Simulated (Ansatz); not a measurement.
Partial pair distribution functions of a relaxed model of amorphous Al₂₈O₄₃Ca, broadened by 0.06 Å; density 3.02 g/cm³. These are PBE, scalar-relativistic without spin-orbit coupling (plane waves to 420 eV, PAW; Ansatz, an electronic-structure program) values and carry that method's errors.

The cell was made by melting and quenching with the CHGNet potential and then relaxed with DFT. O atoms were pushed apart under 1.9 Å during the dynamics, to hinder bonds among them. The hot cell started wider than the set density and was brought back towards it in steps. It is the lowest in DFT energy of 2 quenches. It is a model cell: composition and starting density were chosen by hand, and all elements were melted together. No dispersion term was used. Its density started from a set value of 3.11 and ended at 3.02 g/cm³. Cooling (nominally 410 K/ps over its main leg) ran many orders faster than in experiment, which tends to leave more defects and strain. A cell of this size samples the disorder only roughly. Volume and shape were free in the relaxation.

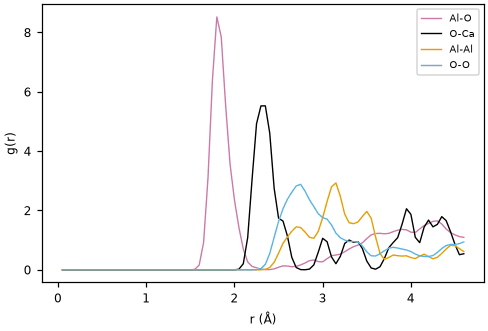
Fig. 1. Partial pair distribution functions

Highest peaks under 4.5 Å: Al-O near 1.80 Å, O-Ca near 2.35 Å, Al-Al near 3.15 Å, O-O near 2.75 Å; pairs of few atoms are noisy.

Within 2.30 Å each Al has 4.64 O neighbours on average.
